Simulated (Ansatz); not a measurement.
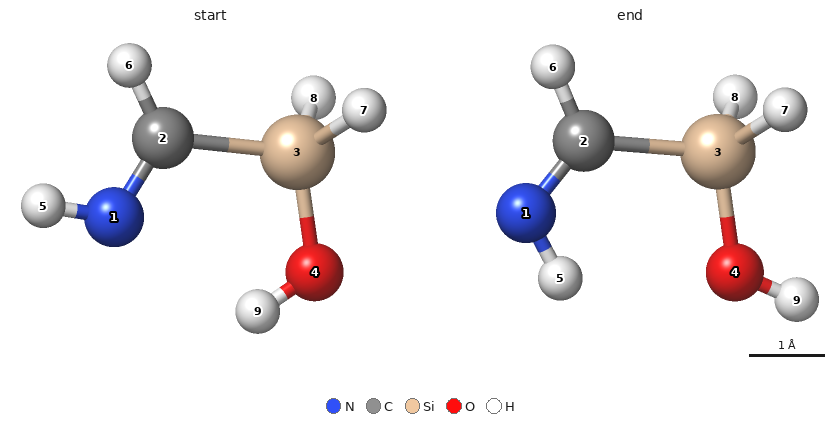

The two relaxed end points of a path for CH5NOSi. A ball-and-stick model, seen at a tilt.

Level of theory: RHF/def2-SVP in Ansatz.

Run with 5 movable images; climbing image; force threshold 0.05 eV/Å; iteration limit 60.

Start:
```xyz
9

N    -0.8749    0.8421   -1.0464
C     0.2919    0.7167   -0.5898
Si    0.5304   -0.6329    0.7307
O    -0.9507   -1.3118    0.9353
H    -0.9506    1.5701   -1.7426
H     1.1147    1.3529   -0.9385
H     1.0336   -0.0268    1.9821
H     1.5258   -1.6205    0.2612
H    -1.6317   -0.9362    0.3908
```

End:
```xyz
9

N    -0.4358    1.3602   -1.3966
C     0.5288    0.9258   -0.7186
Si    0.4056   -0.4774    0.5473
O    -1.1837   -0.9228    0.4928
H    -1.2913    0.8653   -1.1817
H     1.5005    1.4033   -0.8840
H     0.7968   -0.0054    1.8957
H     1.3038   -1.5961    0.1797
H    -1.5361   -1.5992    1.0482
```

### Predict the minimum-energy path and its barrier.

The energy climbs by 140.6 kJ/mol to image 2 and then falls by 131.7 kJ/mol, so the end point sits at +8.9 kJ/mol. The motion is an in-plane inversion: the angle C2–N1–H5 opens from 113° to 177° on the way and closes on the other side (111° at the end). No bond forms or breaks between the ends. Among the angles between lasting bonds that change up to the highest image: C2–N1–H5 113.0° → 176.8°, N1–C2–Si3 116.0° → 121.0°. The band converged in 21 iterations, with a climbing image at the top.

Energies of the converged images:

```csv
image,path (Å),E (kJ/mol)
0,0.00,0.0
1,0.47,35.3
2,0.93,140.6
3,1.56,27.5
4,2.18,15.5
5,2.81,10.6
6,3.43,8.9
```

The geometry at the top of the path:

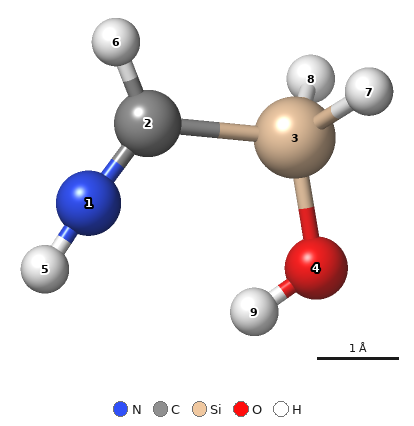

The run took 2.3 min on 1 thread of Intel(R) Xeon(R) 6975P-C (Granite Rapids) (shared host), peak memory 0.17 GiB.
